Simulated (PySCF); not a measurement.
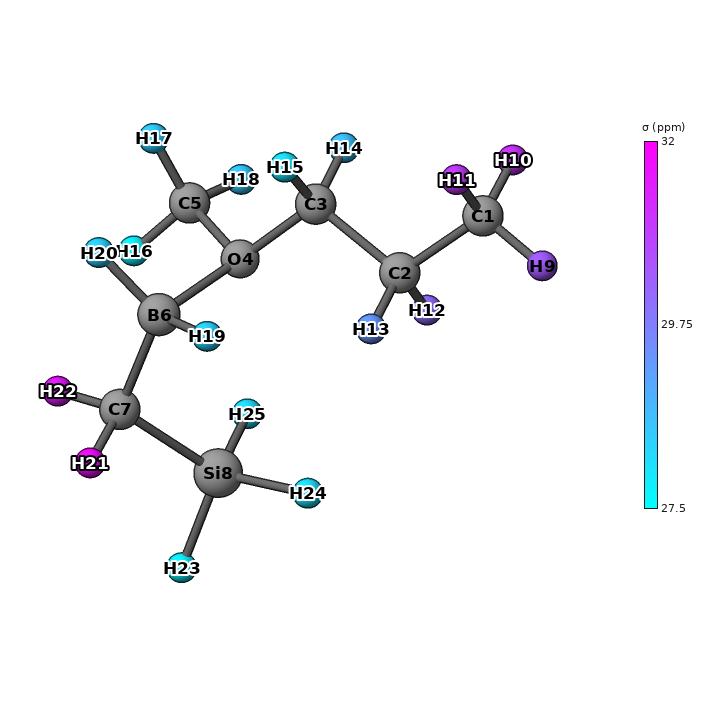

Atoms are coloured by their isotropic NMR shieldings (H only, the others grey). Computed geometry: GFN2-xTB optimisation. No frequency run is at hand to confirm it as a minimum. Level of theory: GIAO PBE0/pcSseg-1 NMR shielding, non-relativistic, gas phase (PySCF 2.14.0).

Question: Which H atom is the most shielded (lowest chemical shift)?

Answer: H21 (31.79 ppm).

Question: Which H atom is the least shielded (highest chemical shift)?

Answer: H23 (27.76 ppm).

Question: How wide is the range of H shifts?

Answer: 4.03 ppm.

List the isotropic NMR shieldings of the H atoms.

| atom | σ (ppm) |
| --- | --- |
| H9 | 30.38 |
| H10 | 31.07 |
| H11 | 30.96 |
| H12 | 30.05 |
| H13 | 29.30 |
| H14 | 28.57 |
| H15 | 27.96 |
| H16 | 27.78 |
| H17 | 28.37 |
| H18 | 28.44 |
| H19 | 28.26 |
| H20 | 28.31 |
| H21 | 31.79 |
| H22 | 31.52 |
| H23 | 27.76 |
| H24 | 28.01 |
| H25 | 28.09 |

The geometry is semi-empirical. Around B, Si such bond lengths and angles can be off by a tenth of an ångström or more and by several degrees, and values that hang on the shape move with them.
